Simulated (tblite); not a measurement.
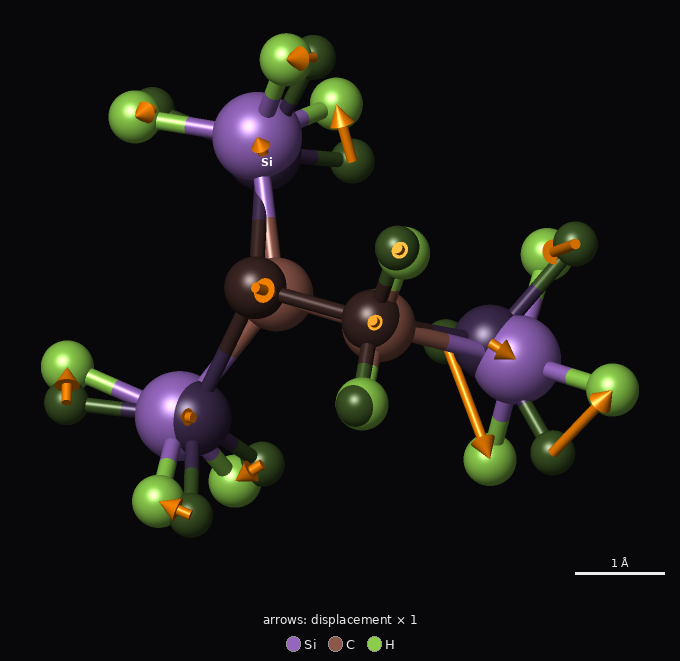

This is a relaxation of C₂H₁₁Si₃ (multiplicity 2). The starting structure is drawn faded, the final one solid; orange arrows show the displacements, at their true length. The two geometries are superimposed by the best rigid fit.

A ball-and-stick model, seen at a tilt.

The calculation used tblite 0.8.0, GFN2-xTB geometry optimisation, gas phase. 

Describe the change and its energy.

Over 97 geometry steps the energy falls by 15.9 kcal/mol. An H atom moves most after the best rigid fit: 1.52 Å. Largest moves by element: H 1.52 Å, C 0.42 Å, Si 0.35 Å. Near-neighbour distances that change, for instance: Si–Si 3.367 → 3.876 Å, C–Si 1.860 → 1.929 Å, C–C 1.524 → 1.470 Å, C–Si 1.816 → 1.866 Å. Bond angles that change, for instance: C–C–Si 109.3° → 118.4°, H–Si–H 103.0° → 109.9°, C–Si–H 116.2° → 109.6°. Groups turn about C–Si by about 50°.
